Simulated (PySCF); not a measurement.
# Run report: C4H11ClSi2, NMR shielding calculation

C4H11ClSi2, computed with common gauge origin HF/def2-SVPD NMR shielding, non-relativistic, gas phase (PySCF 2.14.0).

Some settings of this run were made unusual or wrong on purpose. The geometry comes from this level: GFN2-xTB. Figures and captions count atoms from 1; the log counts them from 0 in places.

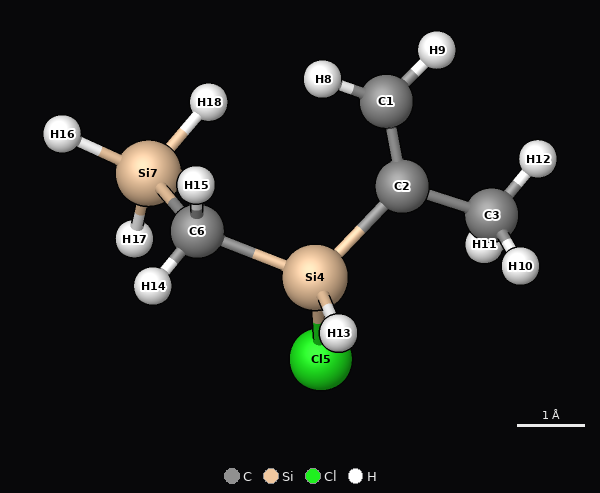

Fig. 1: The structure as given in the input (ball-and-stick view, seen on its broad side; atoms are numbered from 1 in the order of the input). Bond lengths as drawn: Cl–Si 2.03 Å, C–C 1.33 to 1.50 Å, C–H 1.08 to 1.09 Å, C–Si 1.89 to 1.91 Å and H–Si 1.46 to 1.47 Å.

The input:
```
{"job": {"kind": "nmr", "xc": "HF", "basis": "def2-SVPD", "pop": false, "grid": 0, "gauge": [0, 0, 50], "scf": {"max_cycle": 85}}, "charge": 0, "multiplicity": 1}
C     -1.150544     1.526197    -0.513786
C     -1.336087     0.230303    -0.298591
C     -2.566927    -0.267335     0.398857
Si    -0.099023    -1.084023    -0.868287
Cl     0.087757    -2.464006     0.611395
C      1.609293    -0.358286    -1.261167
Si     2.593138     0.357873     0.206454
H     -0.274714     1.907464    -1.010798
H     -1.871104     2.266032    -0.197844
H     -3.103813    -0.966436    -0.241062
H     -2.290069    -0.802973     1.305711
H     -3.232643     0.551983     0.662307
H     -0.644963    -1.799575    -2.031441
H      2.215310    -1.136889    -1.725213
H      1.487513     0.414097    -2.019289
H      3.801786     0.997149    -0.324981
H      2.977694    -0.720087     1.116311
H      1.788638     1.354828     0.915006
```

The first line tells a small driver script what to run in PySCF; the rest is the geometry in Å.

Command:
```bash
OMP_NUM_THREADS=1 python <driver script> task.json out
```

What the program printed:
```
final grid: 16040 points
cycle   1  E = -1194.7780446053  dE =  8.234e-01  |g| = 4.487e-01  |ddm| = 5.380e+00
cycle   2  E = -1194.8569929931  dE = -7.895e-02  |g| = 1.464e-01  |ddm| = 1.497e+00
cycle   3  E = -1194.8645803251  dE = -7.587e-03  |g| = 6.101e-02  |ddm| = 5.188e-01
cycle   4  E = -1194.8659083498  dE = -1.328e-03  |g| = 1.252e-02  |ddm| = 2.252e-01
cycle   5  E = -1194.8659580789  dE = -4.973e-05  |g| = 3.275e-03  |ddm| = 3.577e-02
cycle   6  E = -1194.8659637224  dE = -5.643e-06  |g| = 8.425e-04  |ddm| = 1.316e-02
cycle   7  E = -1194.8659641785  dE = -4.561e-07  |g| = 2.617e-04  |ddm| = 3.833e-03
cycle   8  E = -1194.8659642196  dE = -4.114e-08  |g| = 7.506e-05  |ddm| = 1.020e-03
cycle   9  E = -1194.8659642230  dE = -3.358e-09  |g| = 1.799e-05  |ddm| = 3.020e-04
cycle  10  E = -1194.8659642232  dE = -2.406e-10  |g| = 5.729e-06  |ddm| = 8.402e-05
converged SCF energy = -1194.8659642232

GIAO shielding tensors (ppm)
atom      isotropic    diamagn.    paramagn.     s11        s22        s33       span
  0 C       -7.524     -57.489      49.965  -1025.132   -120.889   1123.448   2148.580
  1 C      290.265     505.827    -215.562   -931.855    293.207   1509.442   2441.298
  2 C      616.320    1339.923    -723.603   -447.164    847.607   1448.518   1895.682
  3 Si    -554.551    -622.821      68.270  -1316.882  -1177.943    831.173   2148.055
  4 Cl    2330.061    2780.962    -450.901    635.319   2919.644   3435.221   2799.902
  5 C    -1157.755   -1672.432     514.677  -2138.634  -1833.691    499.060   2637.694
  6 Si     600.029    1746.585   -1146.556    102.783    576.981   1120.323   1017.540
  7 H     -560.327   -1725.096    1164.768  -1543.285   -882.723    745.026   2288.311
  8 H      227.409     705.897    -478.488   -957.703    318.366   1321.563   2279.267
  9 H     -325.605   -1513.282    1187.677  -1366.270   -533.684    923.139   2289.410
 10 H     1268.213    3775.083   -2506.871   -124.811   1896.468   2032.981   2157.793
 11 H      453.981    1343.080    -889.099   -743.802    642.816   1462.928   2206.730
 12 H    -2432.047   -4182.632    1750.585  -4038.825  -3669.577    412.261   4451.086
 13 H    -1374.069   -2919.131    1545.062  -2577.704  -2126.338    581.836   3159.539
 14 H    -1636.299   -3822.177    2185.878  -2779.626  -2502.369    373.098   3152.724
 15 H     -781.909   -1114.866     332.957  -2510.242  -1199.082   1363.598   3873.840
 16 H     1659.719    2865.871   -1206.152   -564.466   2405.967   3137.657   3702.123
 17 H     1422.707    2590.686   -1167.980   -757.045   2061.094   2964.071   3721.115
```

Outcome:

| quantity | value |
| --- | --- |
| outcome | converged |
| total energy | −1194.865964 hartree |
| HOMO | −10.16 eV |
| LUMO | 2.22 eV |
| dipole moment | 1.79 D |
| isotropic shielding, C | −1157.8 to 616.3 ppm |
| isotropic shielding, Si | −554.6 to 600.0 ppm |
| isotropic shielding, Cl | 2330.1 ppm |
| isotropic shielding, H | −2432.0 to 1659.7 ppm |
| hardware | 1 CPU thread, shared host |
| wall time | 23 s |
| peak memory | 0.95 GiB |

Some settings of this run were drawn to be unusual or wrong; see grid = 0 and gauge = [0, 0, 50]. It converged; results that depend on the unusual settings are not reference values.
